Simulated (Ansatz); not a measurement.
Te (trigonal-Te type, space group P3_121)

```xyz
3
Lattice="4.6241 0.0000 0.0000 -2.3121 4.0046 0.0000 0.0000 0.0000 5.9034" Properties=species:S:1:pos:R:3 pbc="T T T"
Te     1.1715     0.0000     1.9678
Te    -0.5858     1.0146     3.9356
Te     1.7263     2.9900     0.0000
```

In each cell atom 2 (Te, nearest neighbour Te at 2.827 Å; its periodic images, 4.6 Å or more away, move with it) moves by s·(0.577, 0.577, 0.577) (along Cartesian [111]), the rest being held.

Method: r2SCAN (plane waves to 500 eV, PAW, scalar-relativistic; Ansatz, an electronic-structure program). k mesh 7×7×5 (Γ-centred), Fermi-Dirac smearing 0.05 eV. The energy includes the smearing's −TS. As the smearing reaches across the gap at some points, energies and forces of such displacements shift with the k mesh and the smearing. Spin-orbit coupling is left out, though Te is heavy. Te was relaxed with its symmetry unable to fall. ΔE is measured from the undisplaced structure.

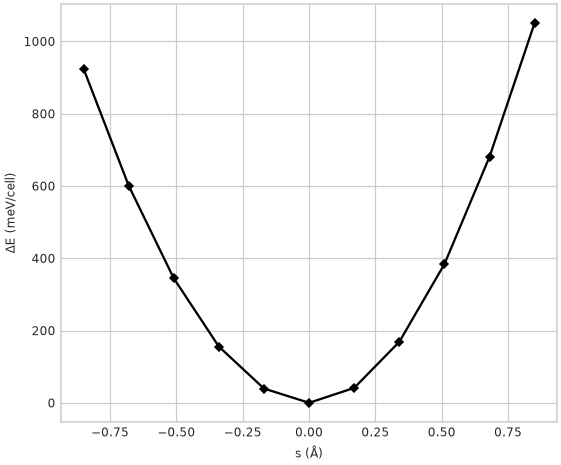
*ΔE (meV/cell) against s (Å); computed points joined by lines.*

### Question
Is the energy the same for displacements of ±0.850 Å, and if not, which side lies higher?

### Answer
Not even: the positive side lies higher at ±0.850 Å.

### Question
What is the energy change at s = 0.850 Å?

### Answer
About 1100 meV/cell.

(A displaced cell: forces are minus the slopes of the energy, force constants its curvatures, and phonons follow from these.)
